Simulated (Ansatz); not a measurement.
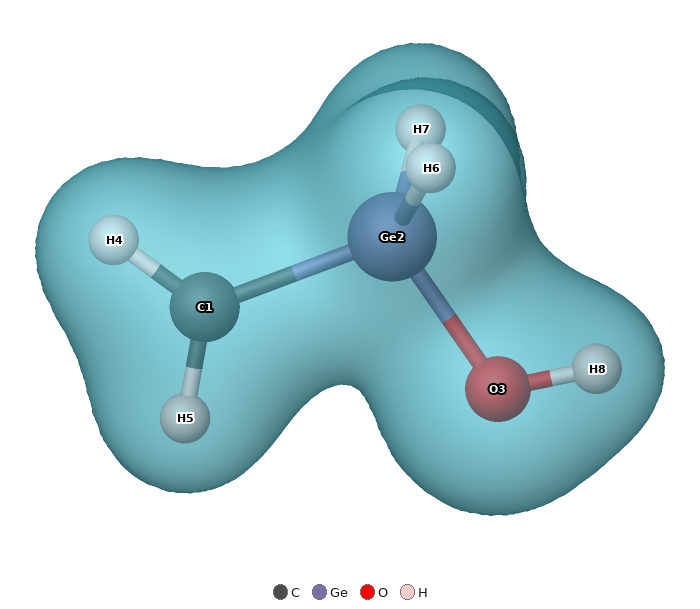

Figure. CH₅GeO (SMILES [CH2][GeH2][OH]) (doublet). Isosurface of the electron density at 0.1 e/Å³ (cyan), seen across its widest extent.

Geometry: PBE0-D4/def2-TZVP.

These are results of UKS PBE0-D4/def2-TZVPP (Ansatz), not measurements.

Input

```
crystal:
  periodic: [false, false, false]
  atoms:
    - {symbol: C, position_ang: [-1.059320, 0.554327, -0.812359]}
    - {symbol: Ge, position_ang: [0.564355, 0.058264, 0.058304]}
    - {symbol: O, position_ang: [0.067669, -1.222834, 1.196746]}
    - {symbol: H, position_ang: [-1.102398, 1.313067, -1.585213]}
    - {symbol: H, position_ang: [-1.994787, 0.075673, -0.545291]}
    - {symbol: H, position_ang: [1.200540, 1.229586, 0.841997]}
    - {symbol: H, position_ang: [1.618112, -0.500436, -0.925521]}
    - {symbol: H, position_ang: [0.798127, -1.564747, 1.715637]}
basis:
  gaussian: {orbitals: def2-TZVPP}
magnetization: {spin_polarized: true, initial_magnetization: 1}
hamiltonian: {xc: pbe0, dispersion: d4}
output: {orbitals: {seedname: orbitals}}
```

Launched as:

```sh
ansatz run in.yaml --threads 4 --pin off --events-out ev --progress --plain --max-ram 10444MiB
```

How is the density connected at this value?

At this value the surface is in one piece. It bridges the sampled Ge–O (1.78 Å), C–Ge (1.91 Å), O–H (0.96 Å) and C–H (1.08 Å) contacts, where the density stays above the isovalue. On the grid the lowest density along these lines, outside the cores, is 0.96 e/Å³ (Ge–O, 1.78 Å), 0.92 e/Å³ (C–Ge, 1.91 Å), 2.5 e/Å³ (O–H, 0.96 Å) and 1.9 e/Å³ (C–H, 1.08 Å).
